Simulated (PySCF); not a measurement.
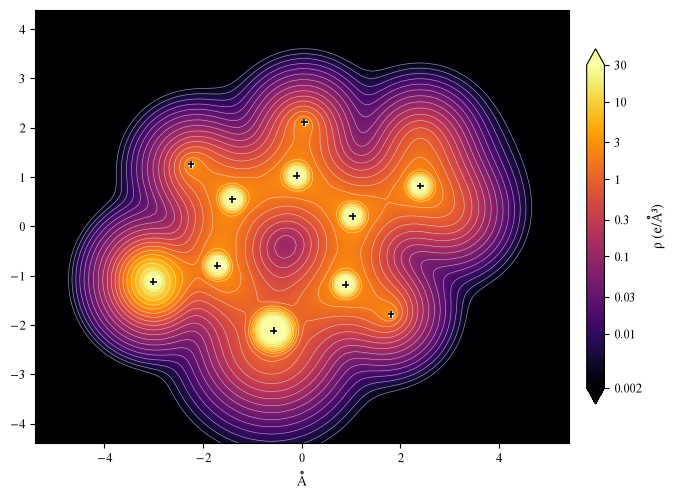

The total electron density on a plane through atoms (crosses mark nuclei in the plane).

All numbers below come from PySCF 2.14.0, PBE0/pcSseg-1, SCF density, gas phase, non-relativistic.

Candidates:
A. C8H11PSi (SMILES Cc1ccc(/P=C\[SiH3])cc1)
B. C6H6FP (SMILES Cc1ccc(F)pc1)
C. C11H10 (SMILES C1=CCC(c2ccccc2)=C1)

Q: Which candidate gave the map?

A: Candidate B: C6H6FP on the plane of atoms P7, C8 and H14, which holds C, F, P and H. C–F (1.34 Å): the density is about 2.3 e/Å³ at the midpoint. C–C (1.39 Å): the density is about 2.1 e/Å³ at the midpoint.
